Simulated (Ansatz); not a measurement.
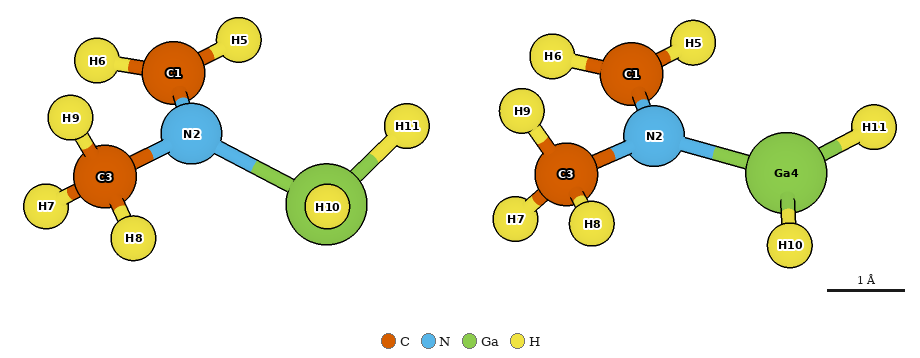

Two geometries of C₂H₇GaN (multiplicity 2), drawn at one scale. One is the start of a relaxation, the other its converged end. The picture is a ball-and-stick view, seen from a free direction.

Method: Ansatz, UKS PBE0-D4/def2-TZVP. (force threshold 0.005 eV/Å; at most 150 steps)

> Which one is relaxed?

The right one is the relaxed one. The start comes from GFN2-xTB. Over 10 accepted moves (11 points after the start) the energy falls by 37.4 kJ/mol. Largest force component: 1.3 eV/Å at the start, 0.0045 eV/Å at the end. The line search rejected the trial step at point 6 of the run. The atom that moves furthest after the best rigid fit is H10 (0.54 Å). By element the largest moves are H 0.54 Å, Ga 0.46 Å, C 0.06 Å, N 0.05 Å. Near-neighbour distances that change, for instance: N2–Ga4 2.008 → 1.859 Å, Ga4–H10 1.631 → 1.557 Å, C1–N2 1.301 → 1.352 Å, N2–C3 1.444 → 1.452 Å. Among the angles between lasting bonds that change: N2–Ga4–H10 99.0° → 113.7°, H10–Ga4–H11 116.9° → 131.0°, N2–Ga4–H11 102.2° → 115.2°. Cost: 33 s on 4 threads of Intel Xeon 6975P-C (shared host).
